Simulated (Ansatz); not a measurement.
# Geometry relaxation, with input and output: CH$_{2}$BO$_{2}$ (charge −1)

System: CH$_{2}$BO$_{2}$, charge −1.
Method: RKS PBE-D4/def2-mTZVP (Ansatz 0.2.0).

It belongs to a series of runs on one base structure; here: end point B relaxed.

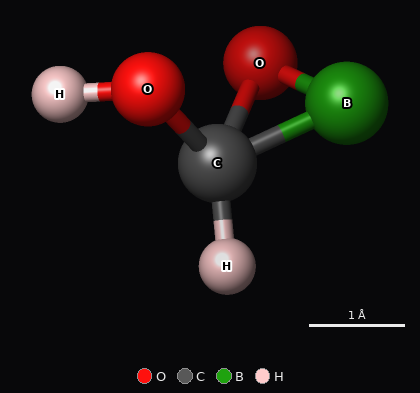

**Figure 1.** The input geometry (ball-and-stick view, seen at a tilt). Bond lengths as drawn: B–C 1.52 Å, B–O 1.33 Å, C–H 1.09 Å, C–O 1.52 to 1.60 Å and H–O 0.96 Å.

### Results in brief

- outcome: converged
- total energy: −5833.7990 eV
- mean-field energy: −5833.6933 eV
- largest force (length of the vector) at the end: 0.015 eV/Å
- hardware: 2 threads of Arm Neoverse V2, 24 GiB of memory available, shared host
- wall time: 8.9 s (CPU time 17 s)
- peak memory: 0.14 GiB

### The input
```yaml
crystal:
  periodic: [false, false, false]
  atoms:
    - { symbol: O, position_ang: [-0.62868, 0.85094, -1.01173] }
    - { symbol: C, position_ang: [-0.73326, -0.12402, 0.14714] }
    - { symbol: B, position_ang: [0.59015, -0.14862, 0.89075] }
    - { symbol: O, position_ang: [0.49028, -1.14009, 0.00481] }
    - { symbol: H, position_ang: [-1.18223, 0.45824, -1.69441] }
    - { symbol: H, position_ang: [-1.55634, -0.05395, 0.85829] }
total_charge: -1
basis:
  gaussian: { orbitals: def2-mTZVP }
hamiltonian:
  xc: pbe
  dispersion: d4
relax:
  f_tol: 0.02
  max_steps: 50
output:
  orbitals: {}
```

Command:
```bash
ansatz run input.yaml --threads 2 --pin off --max-ram 3072MiB --backend cpu --events-out ev --progress --plain --runs-dir out
```

### The program's output
```
The last accepted step is kept in [file] (removed where the run ends without a failure and the disk answers)
Engine: ansatz 0.2.0, aarch64-unknown-linux-gnu
Functional definition: PBE
  parameter kappa = 0.804
  parameter beta = 0.06672455060314922
  exchange = pbe_x(kappa = kappa, mu = beta*pi^2/3)
  correlation = pbe_c(beta = beta)
750 factors; their error is unknown
mean field evaluation 1: about -5829.6820 eV, gradient 3.0e1 eV
mean field evaluation 2: about -5806.8062 eV, gradient 7.0e1 eV
mean field evaluation 4: about -5832.1063 eV, gradient 1.3e1 eV
mean field evaluation 8: about -5832.4022 eV, gradient 3.5e-1 eV
mean field evaluation 16: about -5832.3820 eV, gradient 1.6e-4 eV
mean field -5832.38195974 eV, -214.3360836899 hartree, gradient 1.8e-5 eV, S^2 0.000000; 0 other end points of the search recorded, 0 dependent functions left out
the calculation of the forces begins
reference -5832.38199321 eV, -214.3360849199 hartree; 15, 15 occupied and 77, 77 virtual orbitals, 750 factors
relax step   1: F+E_penalty+E_count = -5832.48858491 eV  Δ(F+E_penalty+E_count) = +0.000e0 eV  max|allowed force component| = 3.168e0 eV/Å  Δτ_max = 0.0000 Å  (31 SCF iters, accepted)
these checks for a lower state are left out or cut short: starts, cluster_reference, orbital_swaps, neighbouring_geometries, increment
750 factors; their error is unknown
mean field -5833.27200170 eV, -214.3687921286 hartree, gradient 1.1e-5 eV, S^2 0.000000; 0 other end points of the search recorded, 0 dependent functions left out
the calculation of the forces begins
reference -5833.27203493 eV, -214.3687933499 hartree; 15, 15 occupied and 77, 77 virtual orbitals, 750 factors
relax step   2: F+E_penalty+E_count = -5833.37772448 eV  Δ(F+E_penalty+E_count) = -8.891e-1 eV  max|allowed force component| = 1.869e0 eV/Å  Δτ_max = 0.1821 Å  (37 SCF iters, accepted)
these checks for a lower state are left out or cut short: starts, cluster_reference, orbital_swaps, neighbouring_geometries, increment
750 factors; their error is unknown
mean field evaluation 32: about -5833.5430 eV, gradient 7.9e-5 eV
mean field -5833.54300683 eV, -214.3787513835 hartree, gradient 1.4e-5 eV, S^2 0.000000; 0 other end points of the search recorded, 0 dependent functions left out
the calculation of the forces begins
reference -5833.54303969 eV, -214.3787525910 hartree; 15, 15 occupied and 77, 77 virtual orbitals, 750 factors
relax step   3: F+E_penalty+E_count = -5833.64873138 eV  Δ(F+E_penalty+E_count) = -2.710e-1 eV  max|allowed force component| = 1.910e0 eV/Å  Δτ_max = 0.1949 Å  (36 SCF iters, accepted)
these checks for a lower state are left out or cut short: starts, cluster_reference, orbital_swaps, neighbouring_geometries, increment
750 factors; their error is unknown
mean field -5833.43097813 eV, -214.3746344046 hartree, gradient 1.7e-5 eV, S^2 0.000000; 0 other end points of the search recorded, 0 dependent functions left out
the calculation of the forces begins
reference -5833.43101264 eV, -214.3746356730 hartree; 15, 15 occupied and 77, 77 virtual orbitals, 750 factors
relax step   4: F+E_penalty+E_count = -5833.53613628 eV  Δ(F+E_penalty+E_count) = +1.126e-1 eV  max|allowed force component| = 2.649e0 eV/Å  Δτ_max = 0.1541 Å  (37 SCF iters, rejected (line search))
these checks for a lower state are left out or cut short: starts, cluster_reference, orbital_swaps, neighbouring_geometries, increment
750 factors; their error is unknown
mean field -5833.68509437 eV, -214.3839730044 hartree, gradient 1.5e-5 eV, S^2 0.000000; 0 other end points of the search recorded, 0 dependent functions left out
the calculation of the forces begins
reference -5833.68512816 eV, -214.3839742461 hartree; 15, 15 occupied and 77, 77 virtual orbitals, 750 factors
relax step   5: F+E_penalty+E_count = -5833.79058944 eV  Δ(F+E_penalty+E_count) = -1.419e-1 eV  max|allowed force component| = 1.763e-1 eV/Å  Δτ_max = 0.0750 Å  (31 SCF iters, accepted)
these checks for a lower state are left out or cut short: starts, cluster_reference, orbital_swaps, neighbouring_geometries, increment
750 factors; their error is unknown
mean field -5833.69143814 eV, -214.3842061334 hartree, gradient 1.5e-5 eV, S^2 0.000000; 0 other end points of the search recorded, 0 dependent functions left out
the calculation of the forces begins
reference -5833.69147179 eV, -214.3842073701 hartree; 15, 15 occupied and 77, 77 virtual orbitals, 750 factors
relax step   6: F+E_penalty+E_count = -5833.79701115 eV  Δ(F+E_penalty+E_count) = -6.422e-3 eV  max|allowed force component| = 4.821e-2 eV/Å  Δτ_max = 0.0234 Å  (33 SCF iters, accepted)
these checks for a lower state are left out or cut short: starts, cluster_reference, orbital_swaps, neighbouring_geometries, increment
750 factors; their error is unknown
mean field evaluation 64: about -5833.6927 eV, gradient 1.5e-5 eV
mean field -5833.69269248 eV, -214.3842522299 hartree, gradient 1.5e-5 eV, S^2 0.000000; 0 other end points of the search recorded, 0 dependent functions left out
the calculation of the forces begins
reference -5833.69272609 eV, -214.3842534647 hartree; 15, 15 occupied and 77, 77 virtual orbitals, 750 factors
relax step   7: F+E_penalty+E_count = -5833.79830977 eV  Δ(F+E_penalty+E_count) = -1.299e-3 eV  max|allowed force component| = 2.611e-2 eV/Å  Δτ_max = 0.0213 Å  (32 SCF iters, accepted)
these checks for a lower state are left out or cut short: starts, cluster_reference, orbital_swaps, neighbouring_geometries, increment
750 factors; their error is unknown
mean field -5833.69286623 eV, -214.3842586150 hartree, gradient 1.6e-5 eV, S^2 0.000000; 0 other end points of the search recorded, 0 dependent functions left out
the calculation of the forces begins
reference -5833.69289981 eV, -214.3842598489 hartree; 15, 15 occupied and 77, 77 virtual orbitals, 750 factors
relax step   8: F+E_penalty+E_count = -5833.79851358 eV  Δ(F+E_penalty+E_count) = -2.038e-4 eV  max|allowed force component| = 6.116e-2 eV/Å  Δτ_max = 0.0175 Å  (32 SCF iters, accepted)
these checks for a lower state are left out or cut short: starts, cluster_reference, orbital_swaps, neighbouring_geometries, increment
750 factors; their error is unknown
mean field -5833.69327638 eV, -214.3842736876 hartree, gradient 1.6e-5 eV, S^2 0.000000; 0 other end points of the search recorded, 0 dependent functions left out
the calculation of the forces begins
reference -5833.69330996 eV, -214.3842749217 hartree; 15, 15 occupied and 77, 77 virtual orbitals, 750 factors
relax step   9: F+E_penalty+E_count = -5833.79894302 eV  Δ(F+E_penalty+E_count) = -4.294e-4 eV  max|allowed force component| = 1.217e-2 eV/Å  Δτ_max = 0.0147 Å  (33 SCF iters, accepted)
750 factors; their error is unknown
mean field evaluation 96: about -5833.6933 eV, gradient 1.7e-4 eV
```

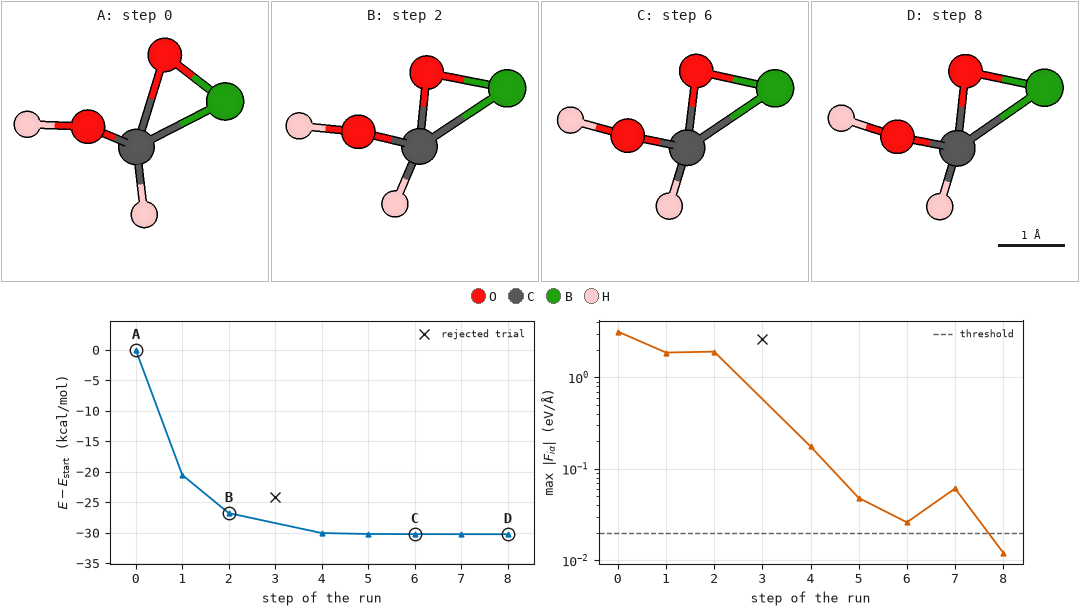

**Figure 2.** Frames of the relaxation (ball-and-stick view, seen at a tilt) above the curves, on which the letters mark them (the first geometry is step 0 here and step 1 in the log).

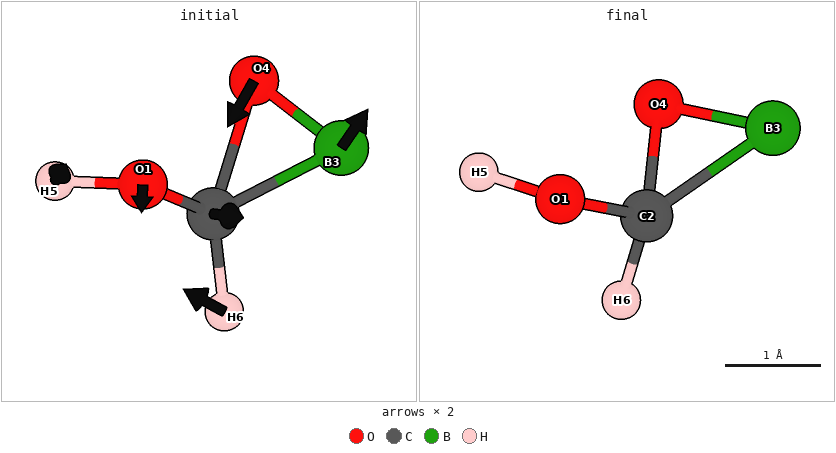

**Figure 3.** Before (left) and after (right) the relaxation, at one scale (ball-and-stick view, seen at a tilt). The black arrows give the displacements, magnified 2 times. After 8 geometry steps the energy has fallen by 30.2 kcal/mol. The largest force component goes from 3.2 to 0.012 eV/Å. The line search rejected the trial step at point 3 (counted from 0) and went back. O4 moves most after the best rigid fit: 0.29 Å. By element the largest moves are O 0.29 Å, H 0.26 Å, C 0.25 Å, B 0.25 Å. Distances before and after: C2–O4 1.597 → 1.450 Å, C2–B3 1.518 → 1.625 Å, O1–C2 1.518 → 1.433 Å, B3–O4 1.333 → 1.412 Å. Among the angles that change: O4–C2–H6 132.7° → 110.9°, B3–C2–H6 109.9° → 127.2°, O1–C2–B3 108.9° → 121.2°. (Atoms are counted from 1 in the order of the input.)

```
mean field -5833.69327638 eV, -214.3842736876 hartree, gradient 1.9e-5 eV, S^2 0.000000; 1 other end points of the search recorded, 0 dependent functions left out
the calculation of the forces begins
reference -5833.69330996 eV, -214.3842749217 hartree; 15, 15 occupied and 77, 77 virtual orbitals, 750 factors
Total energy: -5833.79897660 eV, -214.3881580990 hartree
Atom 0 at    -0.761184     0.899348    -0.941966 Å, force    -0.007413     0.006825    -0.007149 eV/Å
Atom 1 at    -0.613469     0.086826     0.229578 Å, force    -0.005761    -0.006729    -0.011673 eV/Å
Atom 2 at     0.846753    -0.177360     0.892065 Å, force     0.007542    -0.005309     0.006819 eV/Å
Atom 3 at     0.212058    -1.086532     0.017926 Å, force     0.006488     0.001341    -0.002168 eV/Å
Atom 4 at    -1.107137     0.313862    -1.649820 Å, force     0.004661    -0.003185     0.012168 eV/Å
Atom 5 at    -1.597101    -0.193643     0.647067 Å, force    -0.005518     0.007057     0.002004 eV/Å
Dipole moment:    -1.135775    -0.140030    -0.885409 e Å
```

### Trajectory as extended XYZ (Å, eV, eV/Å), 9 frames, from step=1 to step=9
```
6
Properties=species:S:1:pos:R:3:forces:R:3 step=1 energy=-5832.48859
O    -0.6287    0.8509   -1.0117   -0.5508  -0.7630   1.9873
C    -0.7333   -0.1240    0.1471    0.9069   1.0684  -2.7727
B     0.5901   -0.1486    0.8908    3.1677   1.1378   2.1539
O     0.4903   -1.1401    0.0048   -2.4979  -0.4155  -0.2094
H    -1.1822    0.4582   -1.6944   -0.3798  -0.2855  -0.4465
H    -1.5563   -0.0539    0.8583   -0.6462  -0.7422  -0.7126
6
Properties=species:S:1:pos:R:3:forces:R:3 step=2 energy=-5833.37772
O    -0.6731    0.9062   -0.9965   -0.4017  -1.3646   1.0648
C    -0.6467   -0.0110    0.1634    0.6670   0.2819  -0.2303
B     0.7524   -0.1236    0.8792    0.9517   0.0974   0.6993
O     0.3699   -1.2018    0.0892   -1.8687   1.2023  -0.3009
H    -1.2048    0.4320   -1.6636   -0.0432   0.0539  -0.2128
H    -1.6177   -0.1593    0.7231    0.6949  -0.2709  -1.0201
6
Properties=species:S:1:pos:R:3:forces:R:3 step=3 energy=-5833.64873
O    -0.6931    0.8757   -0.9681    0.0175   0.4411  -0.3223
C    -0.5604    0.1256    0.2268   -1.9104  -1.5427   0.0221
B     0.8667   -0.1503    0.9225   -0.2733  -0.8053  -0.4826
O     0.1963   -1.1195    0.0565    0.8461   1.0349   0.6431
H    -1.2179    0.3553   -1.6180    0.1497  -0.0567   0.2093
H    -1.6116   -0.2443    0.5751    1.1704   0.9286  -0.0697
6
Properties=species:S:1:pos:R:3:forces:R:3 step=4 energy=-5833.53614 accepted=F
O    -0.8045    0.8808   -0.9289    0.2482   0.0069  -0.1685
C    -0.6375    0.0105    0.2107    1.6533   2.6495   0.0322
B     0.8914   -0.1748    0.8947   -0.6718   0.5447   0.0723
O     0.1929   -1.0734    0.0901    0.9867  -2.2727  -1.0789
H    -1.1070    0.3816   -1.7217   -0.0398  -0.2703   0.1467
H    -1.5555   -0.1821    0.6500   -2.1766  -0.6581   0.9962
6
Properties=species:S:1:pos:R:3:forces:R:3 step=5 energy=-5833.79059
O    -0.7322    0.8835   -0.9526   -0.0233   0.0009  -0.1474
C    -0.6034    0.0716    0.2190    0.1161  -0.0026   0.0031
B     0.8506   -0.1749    0.9205   -0.1669  -0.0274  -0.1089
O     0.2456   -1.0996    0.0382   -0.1763   0.1516   0.0717
H    -1.1762    0.3451   -1.6482    0.1039   0.0195   0.1557
H    -1.6044   -0.1832    0.6180    0.1465  -0.1421   0.0257
6
Properties=species:S:1:pos:R:3:forces:R:3 step=6 energy=-5833.79701
O    -0.7376    0.8899   -0.9517   -0.0104   0.0217  -0.0148
C    -0.6054    0.0774    0.2208   -0.0017   0.0421   0.0192
B     0.8461   -0.1738    0.9095   -0.0391   0.0015  -0.0099
O     0.2288   -1.0940    0.0344   -0.0268  -0.0129  -0.0221
H    -1.1547    0.3360   -1.6467    0.0298  -0.0296   0.0283
H    -1.5973   -0.1929    0.6285    0.0482  -0.0228  -0.0006
6
Properties=species:S:1:pos:R:3:forces:R:3 step=7 energy=-5833.79831
O    -0.7461    0.8948   -0.9484   -0.0193   0.0107  -0.0139
C    -0.6078    0.0828    0.2235   -0.0095   0.0206   0.0093
B     0.8438   -0.1757    0.9037    0.0123  -0.0028   0.0042
O     0.2203   -1.0900    0.0267    0.0176  -0.0261  -0.0173
H    -1.1363    0.3252   -1.6462    0.0201  -0.0084   0.0109
H    -1.5939   -0.1947    0.6356   -0.0212   0.0060   0.0068
6
Properties=species:S:1:pos:R:3:forces:R:3 step=8 energy=-5833.79851
O    -0.7540    0.8961   -0.9441    0.0167   0.0580   0.0366
C    -0.6117    0.0835    0.2279   -0.0191   0.0133  -0.0119
B     0.8478   -0.1741    0.8936   -0.0002  -0.0077   0.0248
O     0.2150   -1.0900    0.0255    0.0139  -0.0123  -0.0296
H    -1.1194    0.3221   -1.6493   -0.0170  -0.0612  -0.0297
H    -1.5977   -0.1951    0.6413    0.0057   0.0099   0.0099
6
Properties=species:S:1:pos:R:3:forces:R:3 step=9 energy=-5833.79894
O    -0.7612    0.8993   -0.9420   -0.0074   0.0068  -0.0071
C    -0.6135    0.0868    0.2296   -0.0058  -0.0067  -0.0117
B     0.8468   -0.1774    0.8921    0.0075  -0.0053   0.0068
O     0.2121   -1.0865    0.0179    0.0065   0.0013  -0.0022
H    -1.1071    0.3139   -1.6498    0.0047  -0.0032   0.0122
H    -1.5971   -0.1936    0.6471   -0.0055   0.0071   0.0020
```

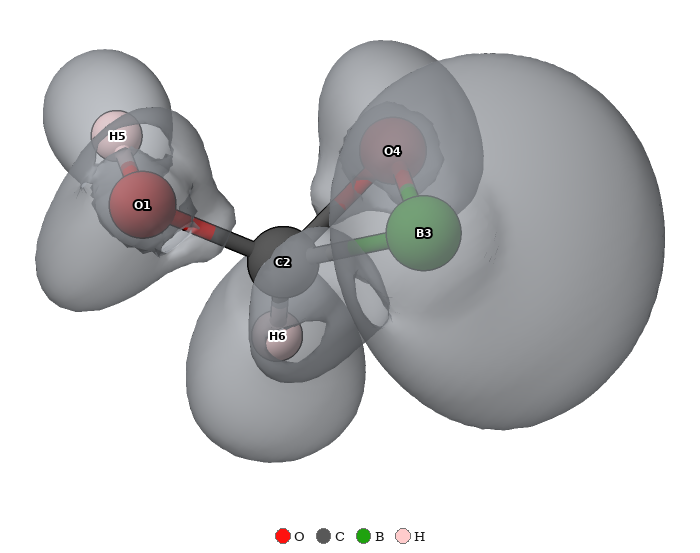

**Figure 4.** Isosurface of the electron localisation function at 0.75 (grey), seen at an oblique angle. Only the valence region is drawn (cores and ρ < 0.01 e/Å³ removed). Values along the shortest contacts: B–O (1.41 Å): the ELF peaks at about 0.85 between the atoms (a polar covalent bond).

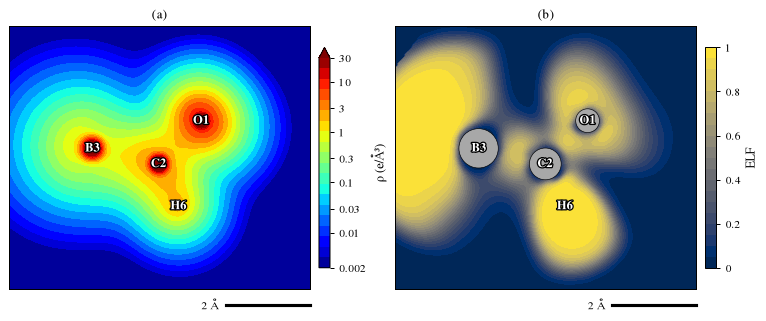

**Figure 5.** (a) electron density; (b) electron localisation function on the plane of atoms O1, C2 and B3. Grey discs, where drawn, cover atomic cores. The section cuts through O, C, B and H sites. C–O (1.43 Å): ρ at the midpoint is about 1.9 e/Å³, with its minimum of 1.6 e/Å³ about 0.5 Å from C; the ELF peaks at about 0.85 between the atoms (a polar covalent bond).
